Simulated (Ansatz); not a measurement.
Computed energy against volume: Cd (hcp, Mg type)

Cd (hcp, Mg type), conventional cell a = b = 3.0159 Å, c = 5.8216 Å, α = β = 90.00°, γ = 120.00°. The calculation uses the primitive cell of 2 atoms, to which meshes and values per cell refer.

E(V) scan at fixed shape, V₀ the volume above. Symmetry pins the atoms to their sites.

All values below come from PBE (plane waves to 420 eV, PAW, scalar-relativistic; Ansatz, a program for electronic structure). k mesh 18×18×8 (Γ-centred), Fermi-Dirac smearing 0.05 eV. The energy includes the smearing's −TS. With the shape held, the modulus is that of even scaling; a crystal free to change shape is softer. Cd was relaxed with its symmetry unable to fall. The PAW data are Ansatz's earlier set. The relaxed volume of Cd is well above the measured one; the method has no dispersion term. ΔE is measured from the relaxed starting cell.

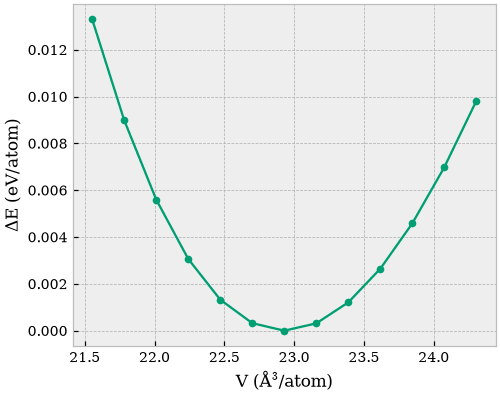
Figure: ΔE (eV/atom) against V (Å³/atom); one marker a computed point.

The energy cost of the largest compression comes out as 13 meV/atom. The pressure at the smallest volume is 3.3 GPa. The equilibrium volume of the fit is 22.93 Å³/atom and the energy cost of the largest expansion comes out as 10 meV/atom. The pressure derivative B₀′ (fit) is 6.7.

(Under strain, the slope of the energy per volume gives the stress and its curvature an elastic modulus.)
